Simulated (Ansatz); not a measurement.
**SiO2 (P4_2/mnm): modes against biaxial strain in the (001) plane, that of a and b**

Wanted: the shifts of the zone-centre modes of SiO2 (P4_2/mnm) with strain.

Program: Ansatz 0.2.0. Level of theory: DFT LDA, scalar-relativistic, plane waves, PAW; PAW set soft_1. Results are calculated unless marked as measured.

## (1) The structure

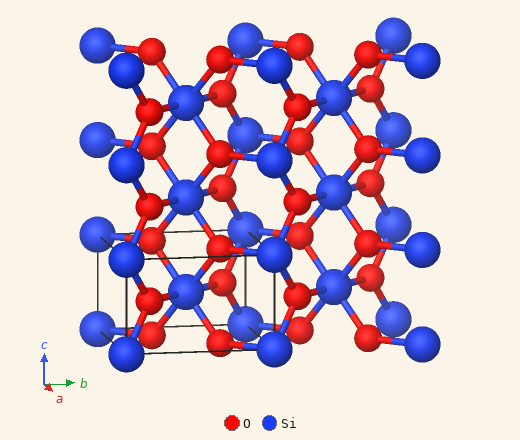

The starting structure, seen slightly off an axis (oxygen red, silicon blue). 1×2×3 cells are drawn. Some periodic images of atoms are drawn too.

## (2) A rough relaxation first

The start is far from rest, so a relaxation with loose tolerances brings it close first.

File input.yaml:

```yaml
crystal:
  lattice:
    - [4.233169, 0.0, 0.0]
    - [0.0, 4.233169, 0.0]
    - [0.0, 0.0, 2.693495]
  atoms:
    - { symbol: O, position: [0.693161, 0.693161, 0.0] }
    - { symbol: O, position: [0.193161, 0.806839, 0.5] }
    - { symbol: O, position: [0.306839, 0.306839, 0.0] }
    - { symbol: O, position: [0.806839, 0.193161, 0.5] }
    - { symbol: Si, position: [0.5, 0.5, 0.5] }
    - { symbol: Si, position: [0.0, 0.0, 0.0] }
kpoints:
  mp_grid: { grid: [6, 6, 8] }
hamiltonian:
  xc: lda
  pseudopotentials: { kind: paw, azcp: { folder: soft_1 }, xc_functional: pbe }
scf:
  occupations: { method: gaussian, width: 0.1 }
output:
  forces: true
  stress: true
  eigenvalues: true
relax:
  adjacent_minimum: "off"
  f_tol: 0.05
  max_steps: 80
  cell: { stress_tol: 0.5 }
```

Command:

```bash
$ ansatz run input.yaml --threads 8 --pin off --max-ram 16384MiB --backend cpu --events-out ev --progress --plain --runs-dir out
```

Numbers of over 12 decimals in the logs are rounded to 6 here.

Log:

```text
The last accepted step is kept in <dir> (removed where the run ends without a failure and the disk answers)
Engine: ansatz 0.2.0, aarch64-unknown-linux-gnu
Pseudopotentials: kind: paw
Pseudopotential: O, paw, valence charge 6, recommended cutoff 420 eV (normal), soft_1/O.paw.azcp
Pseudopotential: Si, paw, valence charge 4, recommended cutoff 420 eV (normal), soft_1/Si.paw.azcp
Functional definition: SPW92
[...]
cell:  # Å, volume = 45.9856 Å³
    - [4.156842, 0, 0]
    - [0, 4.156842, 0]
    - [0, 0, 2.661306]
  atoms:
    - { symbol: O, position: [0.694489, 0.694489, 0] }
    - { symbol: O, position: [0.194489, 0.805511, 0.500000] }
    - { symbol: O, position: [0.305511, 0.305511, 0] }
    - { symbol: O, position: [0.805511, 0.194489, 0.500000] }
    - { symbol: Si, position: [0.500000, 0.500000, 0.500000] }
    - { symbol: Si, position: [0, 0, 0] }
[key lines of the parts left out:]
SCF converged after 4 iterations
Free energy (F): -3445.450975 eV
Fermi energy:    13.356992 eV
P = ⅓ Tr σ = -0.3143 GPa (-3.143 kbar)
```

Elapsed: 2.9 s, on 8 threads of Arm Neoverse V2, shared host; peak memory 0.35 GiB.

The steps of the relaxation:

```
step  energy less that of the first step (eV)  largest force component (eV/Å)  pressure (GPa)  volume (Å³)
   1                                   0.0000                          0.0971          -14.11        48.27
   2                                  -0.0743                          0.0004           -8.05        47.26
   3                                  -0.1131                          0.0400            0.74        45.93
   4                                  -0.1132                          0.0143            0.07        45.99
  5*                                  -0.1043                          0.0143           -0.31        45.99
```

Relaxation steps marked * repeat the geometry before them on a plane-wave basis chosen anew for their cell, so energy and pressure can jump there.

Forces are held to the 16 operations that the run works with; a distortion that breaks them can't arise in this run.

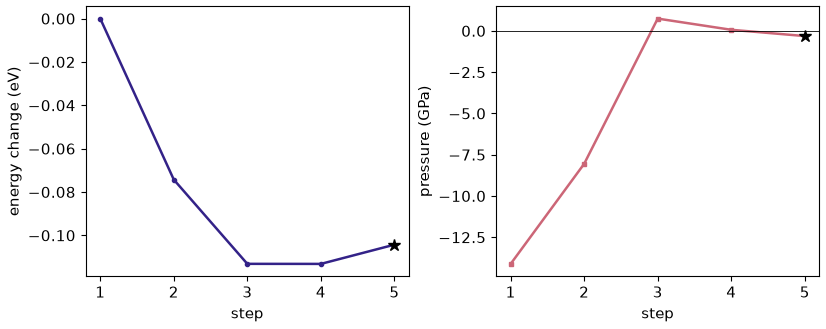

Energy and pressure along the relaxation. Stars mark steps on a basis chosen anew.

```
conventional cell, symmetrised  before  after  change
                         a (Å)   4.233  4.157  -1.8 %
                         b (Å)   4.233  4.157  -1.8 %
                         c (Å)   2.693  2.661  -1.2 %
              volume (Å³/atom)    8.04   7.66  -4.7 %
```

Final coordinates:

```xyz
6
Lattice="4.1568 0.0000 0.0000 0.0000 4.1568 0.0000 0.0000 0.0000 2.6613" Properties=species:S:1:pos:R:3 pbc="T T T"
O     2.8869    2.8869    0.0000
O     0.8085    3.3484    1.3307
O     1.2700    1.2700    0.0000
O     3.3484    0.8085    1.3307
Si    2.0784    2.0784    1.3307
Si    0.0000    0.0000    0.0000
```

A gap read on the k-mesh alone can miss the band edges.

Numbers from this step:

```yaml
pressure: -0.3143 GPa
gap_on_the_k_mesh: 5.799 eV
volume_per_atom: 7.664 Å³
```

In this step the volume went from 8.04 to 7.66 Å³/atom.

## (3) Relaxation

Harmonic phonons are second derivatives at a point where the forces vanish, and they are wanted at zero stress, so atoms and cell are relaxed first.

File input.yaml:

```yaml
crystal:
  lattice:
    - [4.1568423309, 0.0, 0.0]
    - [0.0, 4.1568423309, 0.0]
    - [0.0, 0.0, 2.6613064823]
  atoms:
    - { symbol: O, position: [0.6944886389, 0.6944886389, 0.0] }
    - { symbol: O, position: [0.1944886389, 0.8055113611, 0.5] }
    - { symbol: O, position: [0.3055113611, 0.3055113611, 0.0] }
    - { symbol: O, position: [0.8055113611, 0.1944886389, 0.5] }
    - { symbol: Si, position: [0.5, 0.5, 0.5] }
    - { symbol: Si, position: [0.0, 0.0, 0.0] }
kpoints:
  mp_grid: { grid: [6, 6, 8] }
hamiltonian:
  xc: lda
  pseudopotentials: { kind: paw, azcp: { folder: soft_1 }, xc_functional: pbe }
scf:
  occupations: { method: gaussian, width: 0.02 }
output:
  forces: true
  stress: true
  eigenvalues: true
  write_density: true
  write_potential: true
  elf: true
  volumetric_format: npy
relax:
  adjacent_minimum: "off"
  f_tol: 0.005
  max_steps: 80
  cell: { stress_tol: 0.05 }
```

Log:

```text
[...]
Crystal: 6 atoms, lattice volume = 45.986 Å³
Basis set: ecut = 420 eV, 913 PW (Γ)
Bands: 22, of which v1, the nominal top of the filled ones, is band 16 counted from 1 (15 counted from 0)
Symmetry: 16 space group operations
[...]
k-points: 50 of 288
[...]
SCF iter   1: F=—  HF=-3447.543379 eV  |F-HF|=—  |Δ(HF+E_count)|=         —  Δρ=1.40e-1  dr2=7.14e0  ethr=3.10e-3  ⟨swp⟩=6.1  Hψ=5986  notcnv=0
[...]
SCF iter   7: F=-3445.450975 eV  HF=-3445.450975 eV  |F-HF|=9.99e-9  |Δ(HF+E_count)|=   2.71e-8  Δρ=7.87e-6  dr2=1.43e-8  ethr=3.13e-10  ⟨swp⟩=14.4  Hψ=8458  notcnv=0
SCF 1 converged in 7 iterations: F = -3445.450975 eV  dr2 = 1.43e-8
[...]
relax step   1: F+E_penalty+E_count = -3445.45097500 eV  Δ(F+E_penalty+E_count) = +0.000e0 eV  max|allowed force component| = 1.426e-2 eV/Å  Δτ_max = 0.0000 Å  P = -0.313 GPa  Ω = 45.986 Å³  (7 SCF iters, dr2 threshold 1.00e-7 eV, accepted)
Crystal: 6 atoms, lattice volume = 45.966 Å³
[...]
SCF iter   3: F=-3445.451135 eV  HF=-3445.451135 eV  |F-HF|=3.71e-8  |Δ(HF+E_count)|=   1.91e-7  Δρ=2.25e-5  dr2=8.54e-8  ethr=1.33e-9  ⟨swp⟩=9.7  Hψ=7549  notcnv=0
SCF 2 converged in 3 iterations: F = -3445.451135 eV  dr2 = 8.54e-8
relax step   2: F+E_penalty+E_count = -3445.45113490 eV  Δ(F+E_penalty+E_count) = -1.599e-4 eV  max|allowed force component| = 3.842e-3 eV/Å  Δτ_max = 0.0003 Å  P = -0.165 GPa  Ω = 45.966 Å³  energy of the carried Pulay correction = +1.004e-4 eV  (3 SCF iters, dr2 threshold 4.27e-7 eV, accepted)
Crystal: 6 atoms, lattice volume = 45.945 Å³
[...]
SCF iter   3: F=-3445.451259 eV  HF=-3445.451259 eV  |F-HF|=3.51e-8  |Δ(HF+E_count)|=   2.18e-7  Δρ=1.96e-5  dr2=8.08e-8  ethr=2.74e-10  ⟨swp⟩=9.3  Hψ=7302  notcnv=0
SCF 3 converged in 3 iterations: F = -3445.451259 eV  dr2 = 8.08e-8
relax step   3: F+E_penalty+E_count = -3445.45125861 eV  Δ(F+E_penalty+E_count) = -1.237e-4 eV  max|allowed force component| = 6.126e-4 eV/Å  Δτ_max = 0.0001 Å  P = -0.006 GPa  Ω = 45.945 Å³  energy of the carried Pulay correction = +2.112e-4 eV  (3 SCF iters, dr2 threshold 8.76e-8 eV, accepted)
[...]
relax step   4: F+E_penalty+E_count = -3445.45096526 eV  Δ(F+E_penalty+E_count) = +2.933e-4 eV  max|allowed force component| = 6.633e-4 eV/Å  Δτ_max = 0.0000 Å  P = -0.014 GPa  Ω = 45.945 Å³  stress off target by 7.22e-2 GPa  SCF on the basis re-selected at this cell (its energy is not comparable with the rows above)  (4 SCF iters)
[...]
relax step   5: F+E_penalty+E_count = -3445.45097009 eV  Δ(F+E_penalty+E_count) = -4.823e-6 eV  max|allowed force component| = 6.234e-4 eV/Å  Δτ_max = 0.0000 Å  P = -0.004 GPa  Ω = 45.944 Å³  energy of the carried Pulay correction = +3.469e-6 eV  (3 SCF iters, dr2 threshold 1.30e-8 eV, accepted)
[...]
SCF iter   1: F=—  HF=-3445.450971 eV  |F-HF|=—  |Δ(HF+E_count)|=         —  Δρ=3.36e-6  dr2=2.63e-9  ethr=1.17e-7  ⟨swp⟩=3.0  Hψ=9342  notcnv=0
eigensolver tolerance schedule: the retry pair's looser diagonalisation over-reported the residual by 14313.38 of it (diagonalisation noise at 1.18 of the residual, at the tolerance the schedule requests for it); recorded, not acted on — ethr = c·dr2/N_el stays at c = 1.0e-1
SCF iter   2: F=—  HF=-3445.450970 eV  |F-HF|=—  |Δ(HF+E_count)|=   9.72e-7  Δρ=1.20e-6  dr2=2.27e-10  ethr=8.20e-12  ⟨swp⟩=3.1  Hψ=2465  notcnv=0
SCF iter   3: F=-3445.450970 eV  HF=-3445.450970 eV  |F-HF|=8.19e-12  |Δ(HF+E_count)|=  4.50e-11  Δρ=5.69e-7  dr2=4.20e-11  ethr=1.00e-12  ⟨swp⟩=7.6  Hψ=5886  notcnv=0
SCF 6 converged in 3 iterations: F = -3445.450970 eV  dr2 = 4.20e-11
relax step   6: F+E_penalty+E_count = -3445.45097009 eV  Δ(F+E_penalty+E_count) = -1.256e-9 eV  max|allowed force component| = 6.223e-4 eV/Å  Δτ_max = 0.0000 Å  P = -0.004 GPa  Ω = 45.944 Å³  stress off target by 1.75e-2 GPa  SCF on the basis re-selected at this cell (its energy is not comparable with the rows above)  (3 SCF iters)
basis re-selected at this cell: Δ(F+E_penalty+E_count) = -1.256e-9 eV, ΔP = +0.000 GPa vs the last step (what re-selecting the basis moved, of the pressure what is left beyond the Pulay correction that the steps carried, after the strain that the cell walked since its last selection, with what the two solves' SCF thresholds leave and, on support functions, any second-order correction that the steps lacked; it is no m [...]
SCF converged after 3 iterations
Free energy (F): -3445.450970 eV
[...]
Internal energy: -3445.450970 eV  (E = F + TS)
E sigma→0 (E₀):  -3445.450970 eV
Fermi energy:    13.379981 eV
[...]
--- Forces (eV/Å), atoms counted from 1 ---
  atom   1  O     -0.00062226    -0.00062226     0.00000000
  atom   2  O     -0.00062226     0.00062226     0.00000000
  atom   3  O      0.00062226     0.00062226     0.00000000
  atom   4  O      0.00062226    -0.00062226     0.00000000
  atom   5  Si     0.00000000    -0.00000000     0.00000000
  atom   6  Si     0.00000000     0.00000000     0.00000000
  max |Σ_I F_I| component: 3.16e-30 eV/Å
--- Stress (GPa, compression-positive) ---
        0.003231       0.000000       0.000000
        0.000000       0.003231       0.000000
        0.000000       0.000000      -0.017474
  P = ⅓ Tr σ = -0.0037 GPa (-0.037 kbar)
--- Band table (eV; the first three rows and the last of 50) ---
  k-point 0: bands = [... 12 lower, 7.9152, 9.5630, 9.5630, 10.4721, 16.2878, 16.9493, 18.8654, 18.8654, ... 2 higher]
  k-point 1: bands = [... 12 lower, 7.2206, 9.4053, 9.4053, 10.2702, 16.9886, 18.0661, 19.7593, 19.7593, ... 2 higher]
  k-point 2: bands = [... 12 lower, 6.0507, 8.9103, 8.9103, 9.6300, 18.0514, 20.2206, 20.4668, 21.6494, ... 2 higher]
  k-point 49: bands = [... 12 lower, 8.6742, 8.6742, 8.8682, 8.8682, 17.6711, 17.6711, 21.3604, 21.3604, ... 2 higher]
--- Relaxed structure (4 steps of the walk, 4 accepted, 2 SCFs on fresh bases) ---
[...]
cell:  # Å, volume = 45.9440 Å³
    - [4.154862, 0, 0.0]
    - [0, 4.154862, 0.0]
    - [0.0, 0.0, 2.661434]
  atoms:
    - { symbol: O, position: [0.694435, 0.694435, 0.0] }
    - { symbol: O, position: [0.194435, 0.805565, 0.5] }
    - { symbol: O, position: [0.305565, 0.305565, 0.0] }
    - { symbol: O, position: [0.805565, 0.194435, 0.5] }
    - { symbol: Si, position: [0.500000, 0.500000, 0.5] }
    - { symbol: Si, position: [0, 0, 0.0] }
```

Run time: 3.3 s. Hardware: 8 threads; peak memory 0.36 GiB; 19 s of CPU time.

Little changed from the start: no atom moved by 0.005 Å and no cell edge by 0.1 %.

Numbers from this step:

```
pressure          : -0.003671 GPa
gap on the k-mesh : 5.816 eV
volume per atom   : 7.657 Å³
```

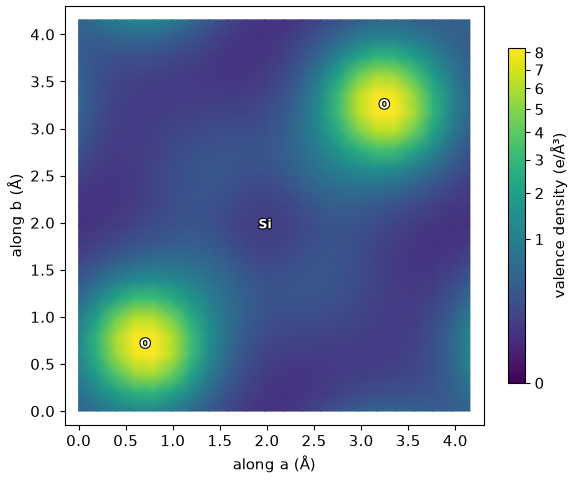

Valence density in the ab plane at fractional z = 0.000, with atoms of O and Si within 0.2 Å of it. It is the smooth field of the valence electrons, not physical close to the nuclei. The map starts off the cell's origin, so that atoms lie inside it. The colour scale is stretched toward low values.

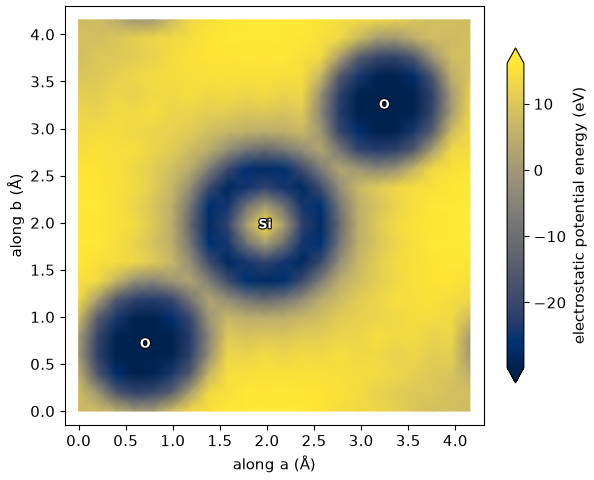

Electrostatic potential energy in the ab plane at fractional z = 0.000, with atoms of O and Si within 0.2 Å of it. With pseudopotentials it is smooth inside the atoms' cores, unlike the true potential. The map starts off the cell's origin, so that atoms lie inside it.

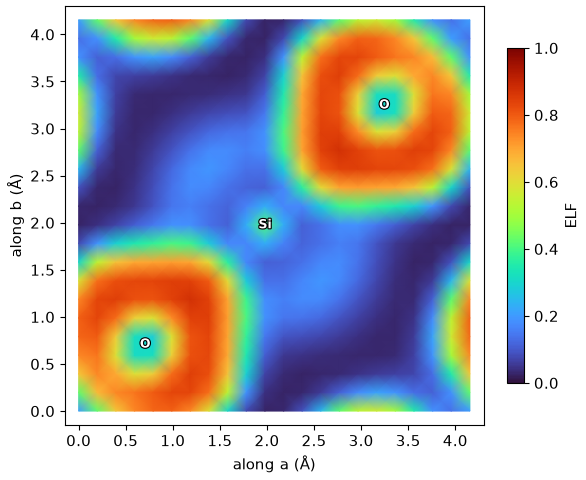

ELF in the ab plane at fractional z = 0.000, with atoms of O and Si within 0.2 Å of it. It is the smooth field of the valence electrons, not physical close to the nuclei. The map starts off the cell's origin, so that atoms lie inside it.

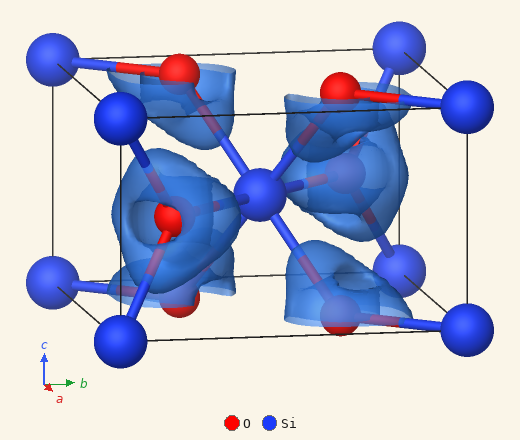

Surface of ELF = 0.79.

In this step the volume went from 7.66 to 7.66 Å³/atom.

## (4) Tight relaxation

Phonons need small forces and stress, so the relaxation is finished with tight tolerances on 8×8×8 k points.

File input.yaml:

```yaml
crystal:
  lattice:
    - [4.1548620152, 0.0, 0.0]
    - [0.0, 4.1548620152, 0.0]
    - [0.0, 0.0, 2.6614336769]
  atoms:
    - { symbol: O, position: [0.6944351949, 0.6944351949, 0.0] }
    - { symbol: O, position: [0.1944351949, 0.8055648051, 0.5] }
    - { symbol: O, position: [0.3055648051, 0.3055648051, 0.0] }
    - { symbol: O, position: [0.8055648051, 0.1944351949, 0.5] }
    - { symbol: Si, position: [0.5, 0.5, 0.5] }
    - { symbol: Si, position: [0.0, 0.0, 0.0] }
kpoints:
  mp_grid: { grid: [8, 8, 8] }
hamiltonian:
  xc: lda
  pseudopotentials: { kind: paw, azcp: { folder: soft_1 }, xc_functional: pbe }
scf:
  occupations: { method: fixed }
output:
  forces: true
  stress: true
  eigenvalues: true
relax:
  adjacent_minimum: "off"
  f_tol: 0.001
  max_steps: 60
  cell: { stress_tol: 0.01 }
```

Log:

```text
[...]
Crystal: 6 atoms, lattice volume = 45.944 Å³
Basis set: ecut = 420 eV, 913 PW (Γ)
Bands: 22, of which v1, the nominal top of the filled ones, is band 16 counted from 1 (15 counted from 0)
Symmetry: 16 space group operations
[...]
k-points: 75 of 512
[...]
cell:  # Å, volume = 45.9437 Å³
    - [4.154913, 0, 0.0]
    - [0, 4.154913, 0.0]
    - [0.0, 0.0, 2.661349]
  atoms:
    - { symbol: O, position: [0.694429, 0.694429, 0.0] }
    - { symbol: O, position: [0.194429, 0.805571, 0.5] }
    - { symbol: O, position: [0.305571, 0.305571, 0.0] }
    - { symbol: O, position: [0.805571, 0.194429, 0.5] }
    - { symbol: Si, position: [0.500000, 0.500000, 0.5] }
    - { symbol: Si, position: [0, 0, 0.0] }
[key lines of the parts left out:]
SCF converged after 5 iterations
Free energy (F): -3445.450897 eV
Fermi energy:    10.472121 eV
P = ⅓ Tr σ = 0.0028 GPa (0.028 kbar)
```

The job ended after 2.9 s (8 threads; peak memory 0.36 GiB).

Little changed from the start: no atom moved by 0.005 Å and no cell edge by 0.1 %.

This step gave:

| Property | Result |
| --- | --- |
| pressure | 0.002807 GPa |

The largest force component left is 0.056 meV/Å and the pressure is 0.003 GPa, within the tolerances set. The cell now holds 7.66 Å³/atom.

(Part 1 of 4 ends here.)

[Logs are printed without paths, hosts, clocks, repeated set-up lines and the standing remarks that a program may print on its own settings, such as how far it seeks lower states.]

[Hosts, paths, dates, database ids (printed as entryN), source tags and the programs' standing remarks are cut or masked in the printed files.]
